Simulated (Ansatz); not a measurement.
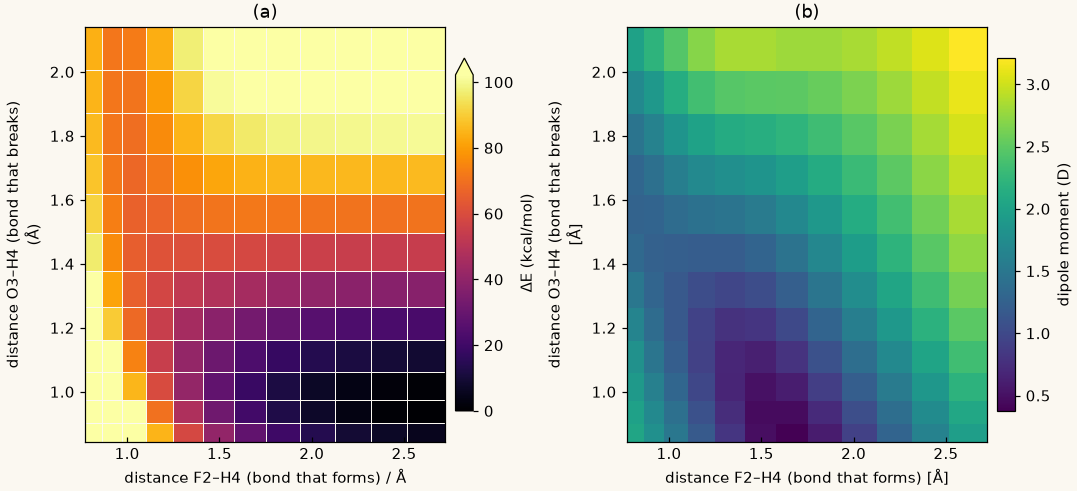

The reacting system F3HOSi (fragments F₃HOSi where the first distance is long, F₂OSi + FH where the second is long). First axis: distance F2–H4 (bond that forms). Second axis: distance O3–H4 (bond that breaks). Relaxed at each point: all other coordinates. The grid has 12 × 12 points. Points are written as (first, second). Energies: kcal/mol, counted from the lowest grid point. The reference is spin-restricted, so regions where a bond is pulled apart into radicals lie too high. Level of theory: RKS PBE0-D4/def2-SVP (Ansatz).

Panel (a) is the energy; panel (b) is the computed dipole moment, in D.

Drawn: one coloured cell a grid point, one colour for all values above the top of the scale.

### How does the dipole moment vary over the map, and what is it at the lowest grid point?

Leaving out the highest fifth of the energies, it runs from 0.38 D at (1.663 Å, 0.873 Å) to 2.94 D at (2.619 Å, 1.679 Å). At the lowest grid point, (2.619 Å, 0.933 Å), it is 2.06 D. That point lies on the edge of the scan.

```
second ↓, first →  0.819  0.909  1.033  1.174  1.327  1.491  1.663  1.842  2.028  2.220  2.417  2.619
            2.073   2.00   2.21   2.45   2.70   2.84   2.84   2.79   2.79   2.84   2.94   3.06   3.21
            1.938   1.71   1.89   2.13   2.35   2.46   2.48   2.49   2.56   2.66   2.79   2.95   3.12
            1.807   1.46   1.63   1.84   2.02   2.11   2.15   2.21   2.33   2.47   2.64   2.83   3.03
            1.679   1.30   1.41   1.58   1.71   1.77   1.84   1.95   2.10   2.29   2.50   2.72   2.94
            1.555   1.26   1.28   1.37   1.44   1.47   1.55   1.70   1.89   2.12   2.35   2.60   2.84
            1.436   1.34   1.25   1.22   1.20   1.20   1.28   1.45   1.68   1.94   2.20   2.47   2.74
            1.321   1.50   1.29   1.15   1.03   0.97   1.04   1.22   1.48   1.76   2.05   2.33   2.62
            1.212   1.66   1.37   1.15   0.93   0.79   0.81   1.00   1.28   1.58   1.88   2.19   2.49
            1.110   1.79   1.48   1.21   0.92   0.68   0.62   0.80   1.08   1.39   1.72   2.03   2.35
            1.015   1.90   1.60   1.31   0.98   0.67   0.50   0.61   0.89   1.21   1.55   1.88   2.20
            0.933   1.98   1.71   1.42   1.08   0.73   0.46   0.46   0.72   1.05   1.40   1.73   2.06
            0.873   2.04   1.79   1.50   1.17   0.81   0.49   0.38   0.60   0.93   1.28   1.62   1.96
```
